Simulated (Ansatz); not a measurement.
A computed series for MoS2: response to strain

Base system: MoS₂ in the 3R-MoS2 type structure (space group R3m, No. 160; layered, stacked along the Cartesian z axis).

```xyz
3
Lattice="1.5579 0.8994 5.7859 -1.5579 0.8994 5.7859 0.0000 -1.7989 5.7859" Properties=species:S:1:pos:R:3 pbc="T T T"
Mo     0.0000     0.0000     0.0007
S      0.0000     0.0000    13.1304
S      0.0000     0.0000    10.0118
```

Cartesian axes are those of the cell as printed.

Strains are applied to the cell and any free atomic positions relax; under biaxial strain the out-of-plane vector relaxes too.

Calculations: Kohn–Sham DFT with the PBEsol-D3(BJ) functional, run in Ansatz (a first-principles code) with PAW and 420 eV plane waves, no SOC, earlier PAW set.

Notes on the quantities. in-plane stress: mean in-plane stress (compression positive).

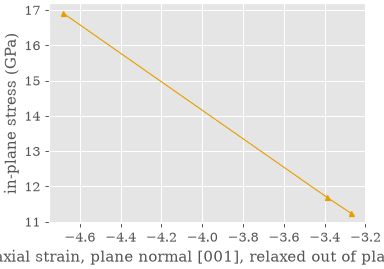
Fig. 1. in-plane stress against biaxial strain, plane normal [001], relaxed out of plane

```csv
"biaxial strain, plane normal [001], relaxed out of plane (%)",in-plane stress
-4.68,+16.9 GPa
-3.39,+11.7 GPa
-3.27,+11.2 GPa
```

Whether these cells are dynamically stable was not tested.
